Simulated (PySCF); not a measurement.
**C$_{3}$H$_{6}$OSi: density, localisation and related maps**

Input

```
{"job": {"kind": "uv", "xc": "CAM-B3LYP", "basis": "def2-SVPD", "nstates": 8, "ntriplets": 3}, "charge": 0, "multiplicity": 1}
O      2.970324    -0.377669     0.820069
C      1.990092    -0.235225     0.128433
Si     0.242529    -0.052012     0.809043
C     -1.126189    -0.622811    -0.370156
C     -0.949512     0.888284    -0.324662
H      2.102856    -0.210400    -0.976998
H      0.053396    -0.076661     2.245327
H     -2.042891    -1.005112     0.052778
H     -0.883679    -1.109208    -1.303994
H     -0.593205     1.358585    -1.229944
H     -1.758297     1.444900     0.124139
```

Command:

```sh
OMP_NUM_THREADS=1 python probes_run.py task.json out
```

Geometry: GFN2-xTB.

All numbers below come from CAM-B3LYP/def2-SVPD, SCF density, gas phase in PySCF 2.14.0.

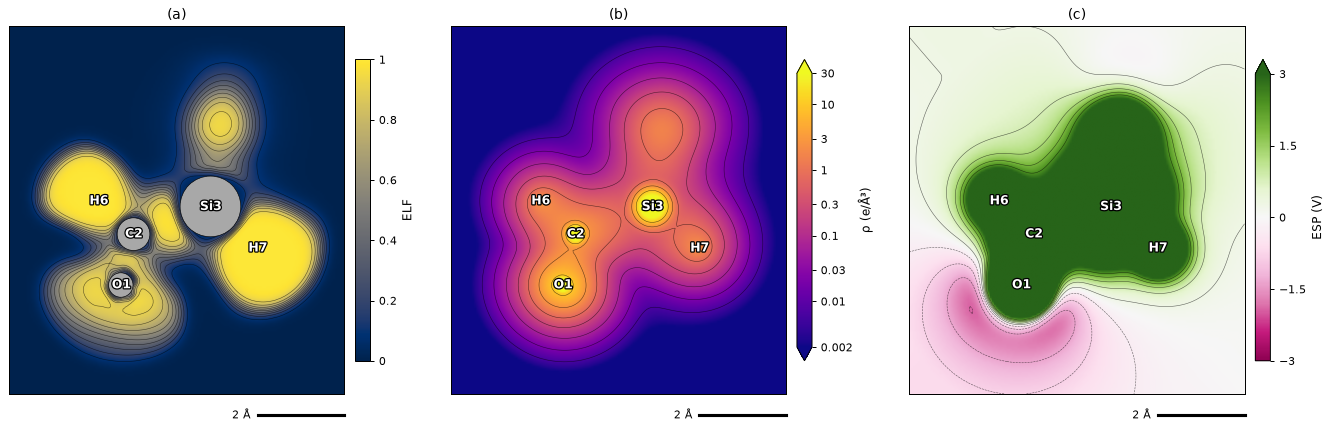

Figure 1. (a) ELF; (b) electron density; (c) molecular electrostatic potential on the plane of atoms C2, Si3 and H7. Grey discs cover the atomic cores in the ELF map.

**What does the map show?**

- Atoms in the plane: O, C, Si and H.
- C–O (1.21 Å): the density is about 3.3 e/Å³ at the midpoint; the ELF peaks at about 0.85 between the atoms (a short, multiple covalent bond).
- C–Si (1.88 Å): ρ is about 0.98 e/Å³ halfway; the ELF peaks at about 1 between the atoms; localised, covalent bonding.
- Si–H (1.45 Å): ρ is about 0.82 e/Å³ halfway; the ELF climbs to about 1 towards the hydrogen, as it does in any bond to H.
- The ELF also peaks beside O1, away from the bonds: lone-pair regions.
- Outside the dense part of the molecule the potential is most negative (−1.9 V) near O1.

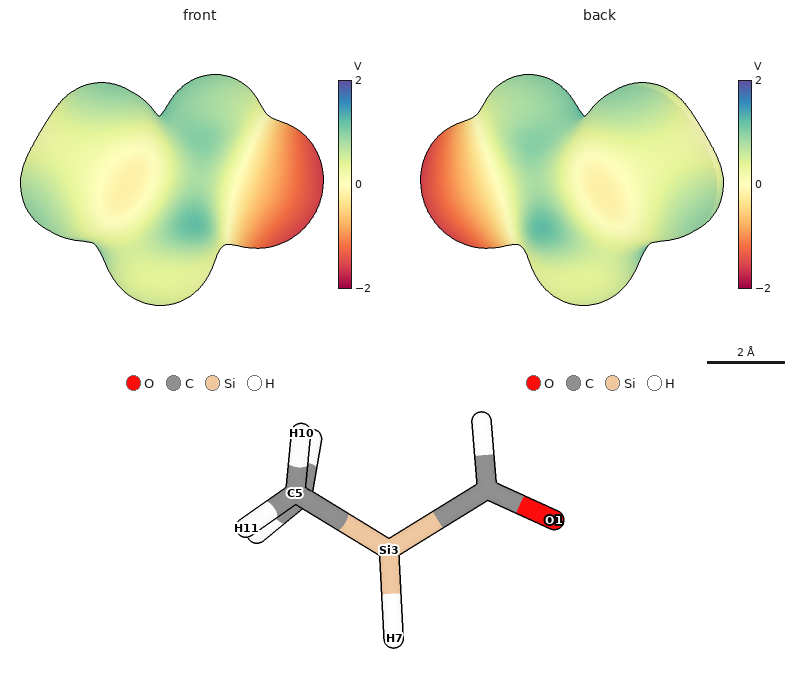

Figure 2. The molecular electrostatic potential painted on the density surface at 0.002 e/bohr³, seen from the front and from behind; red is negative and blue positive. The bare structure is drawn below in the same view.

**Which sites attract a positive test charge, and which a negative one?**

A positive charge is drawn to the negative regions and a negative charge to the positive ones. The most negative region (about −1.6 V) lies over O1, the most positive (about +1.2 V) over the C, H and Si atoms. O1 is the likeliest acceptor of a hydrogen bond.

**How polar is the molecule by this calculation?**

Its dipole moment is 2.77 D.
